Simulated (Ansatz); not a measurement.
# Calculations on C₂H₆BBr

Part 1: Relaxation

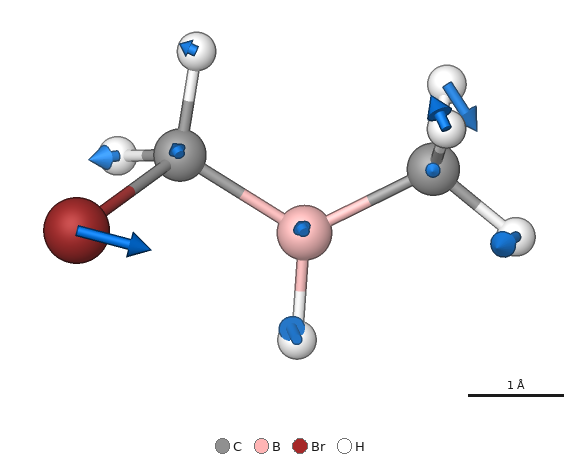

A relaxation of C₂H₆BBr. The starting structure is drawn; blue arrows show the displacements, at their true length. The two geometries are superimposed by the best rigid fit.

Style: ball-and-stick. Shown face on.

The run prepares an end point of a later path (hydrogen shift) calculation, from a guessed geometry.

Method: Ansatz 0.2.0, RKS PBE-D4/def2-SVP. Settings: no spin polarisation; force threshold 0.02 eV/Å; at most 50 steps.

**Describe the change and its energy.**

The Br atom moves most after the best rigid fit: 0.82 Å. By element the largest moves are Br 0.82 Å, H 0.72 Å, B 0.20 Å, C 0.19 Å. Among the contacts that change: B–Br 2.960 → 2.451 Å, B–H 1.160 → 1.220 Å, B–C 1.522 → 1.571 Å, C–H 1.156 → 1.117 Å. Among the angles between lasting bonds that change: B–C–Br 110.6° → 85.7°, B–C–H 111.4° → 120.2°, B–C–H 112.2° → 105.9°. Groups turn about B–C by about 45°. The energy falls by 0.368 eV in 13 accepted moves (15 points after the start). The largest force component goes from 2 to 0.007 eV/Å. The line search rejected the trial steps at points 10, 14 of the run. Cost: 23 s on 2 threads of Intel(R) Xeon(R) Platinum 8488C (Sapphire Rapids) (shared host), peak memory 0.16 GiB.

Part 2: Relaxation

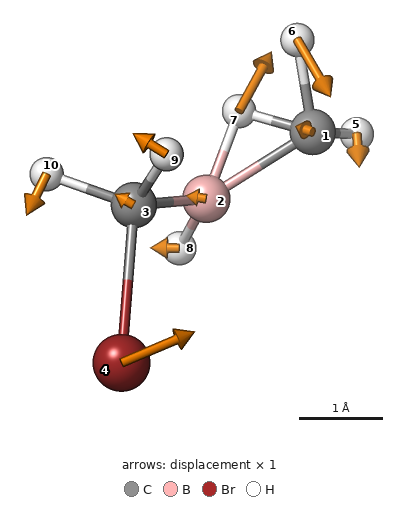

This is a relaxation of C2H6BBr. The starting structure is drawn; orange arrows show the displacements, at their true length. The two geometries are superimposed by the best rigid fit.

Style: ball-and-stick. Shown from a free direction.

The run prepares an end point of a later path (hydrogen shift) calculation, from a guessed geometry.

Computed with Ansatz 0.2.0, RKS PBE-D4/def2-SVP. Settings: no spin polarisation; force threshold 0.02 eV/Å; at most 50 steps.

> What happened in the run?

After 13 geometry steps the energy has fallen by 349.6 kJ/mol. Largest force component: 7.3 eV/Å at the start, 0.012 eV/Å at the end. The largest move after the best rigid fit is that of Br4, 0.99 Å. Largest moves by element: Br 0.99 Å, H 0.98 Å, C 0.28 Å, B 0.25 Å. Near-neighbour distances that change, for instance: B2–H7 1.170 → 2.161 Å, B2–Br4 2.960 → 2.449 Å, C1–H7 0.972 → 1.117 Å, B2–H8 1.160 → 1.220 Å. Bonds break, among them: B2–H7 (1.17 → 2.16 Å). Among the angles between lasting bonds that change: B2–C1–H7 50.2° → 105.8°, H6–C1–H7 70.3° → 107.0°, B2–C3–Br4 110.6° → 85.6°.

Part 3: Path

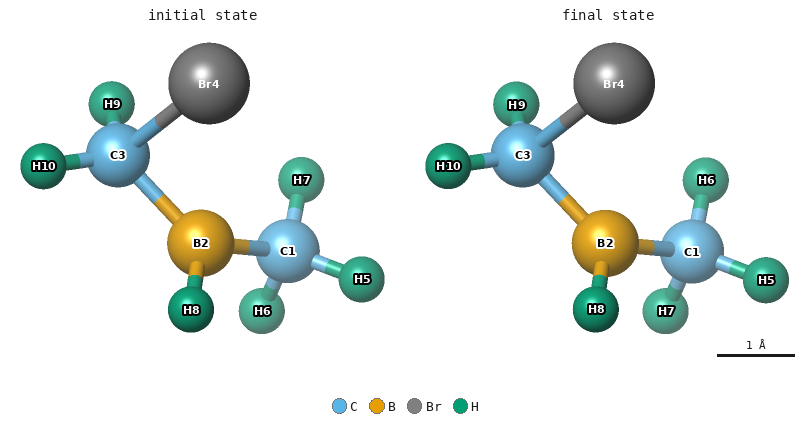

The two relaxed end points of a path for C2H6BBr. Style: ball-and-stick. Shown from a free direction.

Computed with RKS PBE-D4/def2-SVP in Ansatz 0.2.0.

Set-up: 7 movable images; climbing image; force threshold 0.03 eV/Å; iteration limit 60.

Start:
```xyz
10

C    -0.9839    0.4582   -0.8412
B    -0.1931   -0.5489    0.0688
C     0.9427   -0.0787    1.0531
Br    2.2102   -0.5745   -0.4123
H    -1.2460    0.0405   -1.8340
H    -1.9584    0.6353   -0.3258
H    -0.5020    1.4476   -0.9742
H    -0.4967   -1.7298    0.1014
H     1.0938    0.9994    1.2441
H     1.2166   -0.7004    1.9232
```

End:
```xyz
10

C    -0.9833    0.4573   -0.8413
B    -0.1935   -0.5498    0.0695
C     0.9419   -0.0781    1.0531
Br    2.2076   -0.5755   -0.4130
H    -1.2515    0.0390   -1.8321
H    -0.4974    1.4444   -0.9788
H    -1.9543    0.6413   -0.3214
H    -0.4952   -1.7312    0.1008
H     1.0928    1.0003    1.2429
H     1.2161   -0.6991    1.9234
```

Question: What barrier does the band find between them, and by what path?

Answer: The barrier is about 69.6 kcal/mol in both directions, with image 4 at the top; the ends have the same energy. No bond forms or breaks between the ends. Bond angles that change up to the highest image, for instance: B2–C1–H7 115.0° → 55.6°, H5–C1–H7 109.4° → 153.4°. The band converged in 22 iterations, with a climbing image at the top. At the top, the vibrational analysis gives one imaginary mode (1454i cm⁻¹), as a transition state must have.

Energies of the converged images:

```csv
image,path (Å),E (kcal/mol)
0,0.00,0.0
1,0.74,0.7
2,1.48,6.8
3,2.21,32.0
4,2.95,69.6
5,3.74,29.1
6,4.52,5.6
7,5.31,1.1
8,6.10,0.0
```

The geometry at the top of the path:

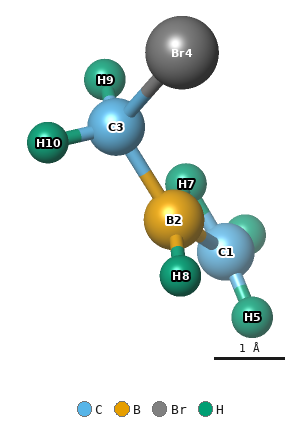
